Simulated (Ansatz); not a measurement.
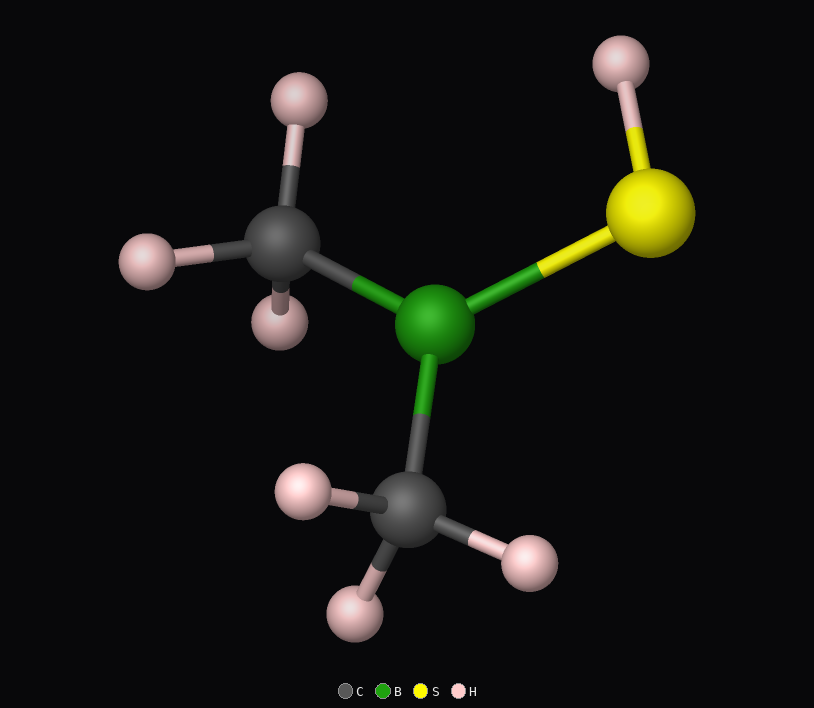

Every bond is drawn as one stick, whatever its order.

Computed geometry: PBE0-D4/def2-TZVP optimisation.

Question: Which formula does it have?

Answer: C2H7BS, 11 atoms: 2 carbon, 7 hydrogen, 1 boron and 1 sulfur.

Question: Give a SMILES string for it.

Answer: CB(C)S

Question: How many bonds of each kind are drawn?

Answer: 6 C–H, 2 C–B, 1 B–S, 1 S–H.

More results for the same structure follow; atom numbers are the same in all pictures, views and colours differ.

### Shape

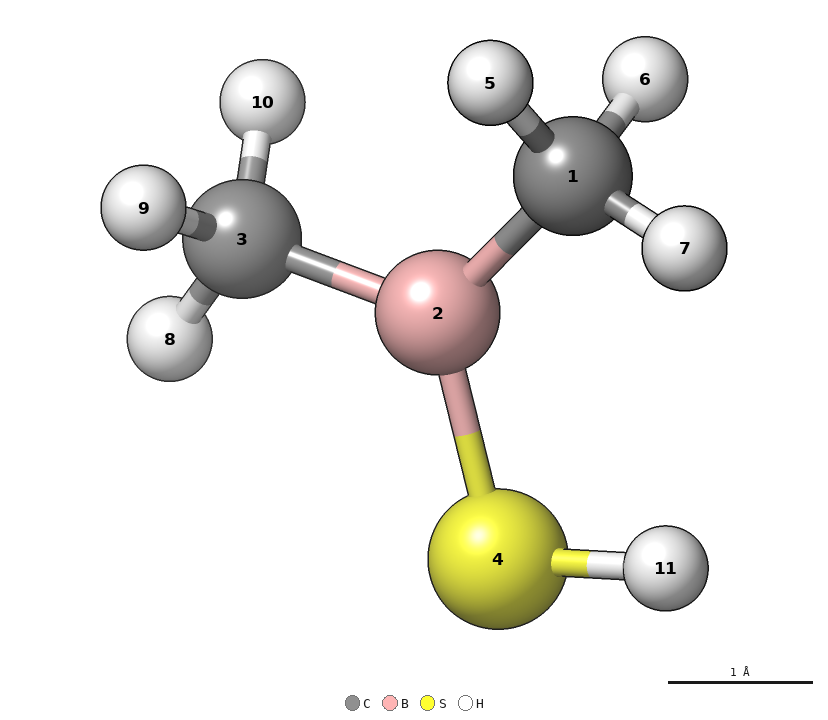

The atoms are numbered.

Question: Describe the coordination of atom 4.

Answer: S4 has 2 neighbours (B2 at 1.80, H11 at 1.34 Å); the arrangement is bent.

Question: What is the geometry at B2?

Answer: B2 has 3 neighbours (C1 at 1.57, C3 at 1.57, S4 at 1.80 Å); the arrangement is trigonal planar.

Question: What is the geometry at C3?

Answer: C3 has 4 neighbours (B2 at 1.57, H8 at 1.09, H9 at 1.10, H10 at 1.10 Å); the arrangement is tetrahedral.

Question: How are the neighbours of atom 1 arranged?

Answer: C1 has 4 neighbours (B2 at 1.57, H5 at 1.09, H6 at 1.10, H7 at 1.09 Å); the arrangement is tetrahedral.

### Vibrations

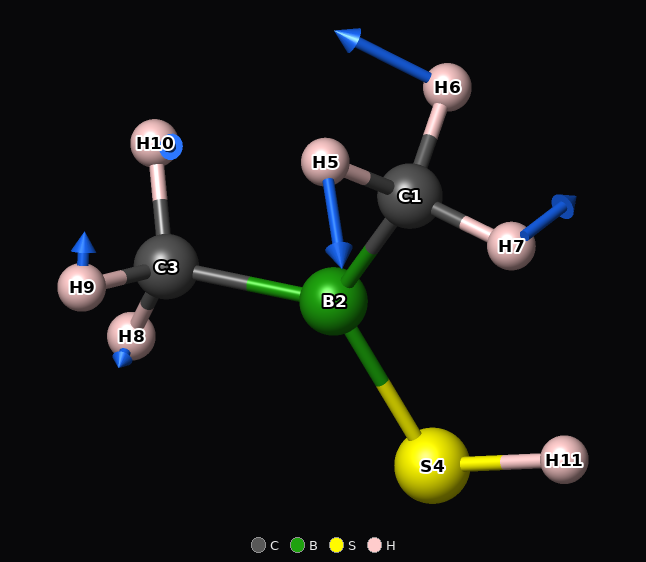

The arrows show one normal mode. Harmonic vibrations computed with RKS PBE0-D4/def2-TZVP (Ansatz 0.2.0) at a stationary point of the same level.

Question: What kind of motion is it?

Answer: A torsion or out-of-plane motion in which bond lengths and bond angles hardly change.

Question: At what wavenumber does it lie?

Answer: 75 cm⁻¹; it is mode 1 of 27 counted from the lowest.

### Thermal motion

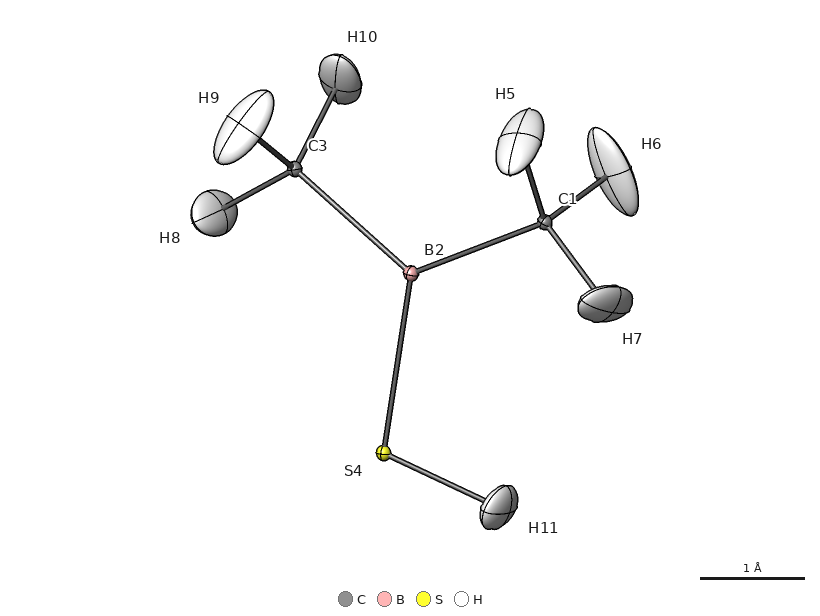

Displacement ellipsoids at the 50 % level, from the internal vibrations of the free molecule (harmonic, no overall translation or rotation; no half-axis is drawn under 0.075 Å). Vibrations computed with RKS PBE0-D4/def2-TZVP (Ansatz 0.2.0). Temperature: 0 K (zero-point motion alone).

Give the displacement parameters, one line for each set of equivalent atoms.

| atom | U_eq (Å²) | rms amplitudes (Å) |
| --- | --- | --- |
| C1 | 0.0014 | 0.024, 0.038, 0.045 |
| B2 | 0.0020 | 0.039, 0.041, 0.054 |
| C3 | 0.0014 | 0.025, 0.039, 0.046 |
| S4 | 0.00042 | 0.014, 0.020, 0.026 |
| H5 | 0.0356 | 0.080, 0.140, 0.285 |
| H6 | 0.0399 | 0.076, 0.144, 0.305 |
| H7 | 0.0308 | 0.079, 0.142, 0.257 |
| H8 | 0.0267 | 0.080, 0.144, 0.230 |
| H9 | 0.0332 | 0.077, 0.143, 0.271 |
| H10 | 0.0323 | 0.079, 0.141, 0.266 |
| H11 | 0.0214 | 0.080, 0.148, 0.189 |

### Electronic properties

Method: RKS r2SCAN0-D4/def2-TZVPP (Ansatz 0.2.0).

Question: What is the HOMO energy (Kohn–Sham orbital)?

Answer: −8.00 eV.

Question: Estimate the dispersion correction.

Answer: −5.7 kJ/mol.

Question: Give the HOMO–LUMO gap at this level.

Answer: 7.87 eV.
